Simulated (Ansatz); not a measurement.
# N2H (dinitrogen monohydride): RPA@PBE/STO-3G

What is the energy change on altering one bond length of N2H (dinitrogen monohydride) at RPA@PBE/STO-3G? 

Program for the calculation: Ansatz 0.2.0.

22 further runs of the same task are left out: 22 set aside as unsound or not needed.

## Step 1: The system as given

N2H has 3 atoms, charge 0, and is taken as a doublet. As SMILES, `[N]=N`. The shape is that of a PBE0-D4/def2-TZVP optimisation.

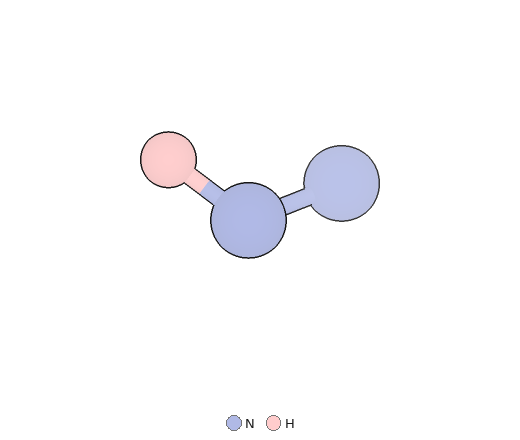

The structure, seen from a chosen angle (nitrogen light blue, hydrogen pink).

## Step 2: A single-point energy at RPA@PBE/STO-3G

Contents of run.yaml:

```yaml
crystal:
  periodic: [false, false, false]
  atoms:
    - symbol: "N"
      position_ang: [0.710530, -0.606720, 0.326180]
    - symbol: N
      position_ang: [-0.268660, -0.217710, -0.170100]
    - symbol: H
      position_ang: [-0.441870, 0.824430, -0.156080]
basis:
  gaussian: {orbitals: STO-3G}
magnetization: {spin_polarized: true, initial_magnetization: 1}
hamiltonian: {xc: pbe}
correlation: {method: rpa, frozen_orbitals: {H: 0, "N": 1}}
accuracy: high
```

Launch:

```bash
$ ansatz run run.yaml --threads 1 --pin off --max-ram 3480MiB --events-out events.jsonl --progress --plain --runs-dir runs
```

Log:

```text
Warning: RAYON_NUM_THREADS=1 ignored (pool sized by the plan → 1); use --threads N
Functional definition: PBE
  name "PBE"
  parameter kappa = 0.804
  parameter beta = 0.06672455060314922
  exchange = pbe_x(kappa = kappa, mu = beta*pi^2/3)
  correlation = pbe_c(beta = beta)
168 factors; integrals over basis functions are off by at most 1.6e-8 eV
mean field evaluation 1: about -2950.2711 eV, gradient 7.9e0 eV
mean field evaluation 2: about -2950.2239 eV, gradient 7.9e0 eV
mean field evaluation 4: about -2950.5932 eV, gradient 2.6e0 eV
mean field evaluation 8: about -2950.6283 eV, gradient 1.4e-2 eV
mean field evaluation 16: about -2950.6283 eV, gradient 5.3e-7 eV
mean field -2950.62834695 eV, -108.4335917427 hartree, gradient 6.4e-9 eV, S^2 0.751717; 0 other end points of the search recorded, 0 dependent functions left out
2 core orbitals not correlated: weight in the atoms' cores, before any rotation towards them, 1.000 or more for the frozen orbitals, at most 0.000 for the correlated occupied ones
reference -2938.06280408 eV, -107.9718165595 hartree; 6, 5 occupied and 3, 4 virtual orbitals, 168 factors
Total energy: -2943.66285776 eV, -108.1776147362 hartree
```

Wall time 0.76 s (1 thread of Arm Neoverse V2, shared host); peak memory 0.096 GiB.

## Step 3: The distorted shape at the same level

Contents of run.yaml:

```yaml
crystal:
  periodic: [false, false, false]
  atoms:
    - symbol: "N"
      position_ang: [0.753839, -0.867293, 0.322674]
    - symbol: "N"
      position_ang: [-0.225351, -0.478283, -0.173606]
    - symbol: H
      position_ang: [-0.441870, 0.824430, -0.156080]
basis:
  gaussian: {orbitals: STO-3G}
magnetization: {spin_polarized: true, initial_magnetization: 1}
hamiltonian: {xc: {name: PBE}}
correlation: {method: rpa, frozen_orbitals: {H: 0, "N": 1}}
accuracy: high
```

Launch:

```bash
$ ansatz run run.yaml --threads 1 --pin off --max-ram 3480MiB --events-out events.jsonl --progress --plain --runs-dir runs
```

Log:

```text
Warning: RAYON_NUM_THREADS=1 ignored (pool sized by the plan → 1); use --threads N
Functional definition: PBE
  name "PBE"
  parameter kappa = 0.804
  parameter beta = 0.06672455060314922
  exchange = pbe_x(kappa = kappa, mu = beta*pi^2/3)
  correlation = pbe_c(beta = beta)
168 factors; integrals over basis functions are off by at most 2.0e-8 eV
mean field evaluation 1: about -2950.1550 eV, gradient 8.1e0 eV
mean field evaluation 2: about -2950.0955 eV, gradient 8.1e0 eV
mean field evaluation 4: about -2950.5089 eV, gradient 2.1e0 eV
mean field evaluation 8: about -2950.5353 eV, gradient 2.6e-2 eV
mean field evaluation 16: about -2950.5354 eV, gradient 1.1e-7 eV
mean field -2950.53535435 eV, -108.4301743275 hartree, gradient 1.7e-8 eV, S^2 0.756938; 0 other end points of the search recorded, 0 dependent functions left out
2 core orbitals not correlated: weight in the atoms' cores, before any rotation towards them, 1.000 or more for the frozen orbitals, at most 0.000 for the correlated occupied ones
reference -2937.27852905 eV, -107.9429949836 hartree; 6, 5 occupied and 3, 4 virtual orbitals, 168 factors
Total energy: -2943.59004065 eV, -108.1749387568 hartree
```

Wall time 0.7 s (1 thread of Arm Neoverse V2, shared host); peak memory 0.096 GiB.

## Step 4: What came out

At RPA@PBE/STO-3G, 2 core orbitals frozen:

| quantity | value |
| --- | --- |
| first shape: total energy | -108.17761 Eh |
| first shape: RPA correlation energy (valence) | -205.8 mEh |
| first shape: ⟨S²⟩ of the reference determinant | 0.752 |
| distorted shape: total energy | -108.17494 Eh |
| distorted shape: RPA correlation energy (valence) | -231.9 mEh |
| distorted shape: ⟨S²⟩ of the reference determinant | 0.757 |
| energy change with the N2–H3 bond stretched from 1.057 to 1.321 Å | 0.073 eV |

**Reading.** With the N2–H3 bond stretched from 1.057 to 1.321 Å the energy rises by 0.07 eV (1.7 kcal/mol). The first shape isn't relaxed at this level, so the change isn't measured from a minimum. The minimal basis adds a large error of its own.
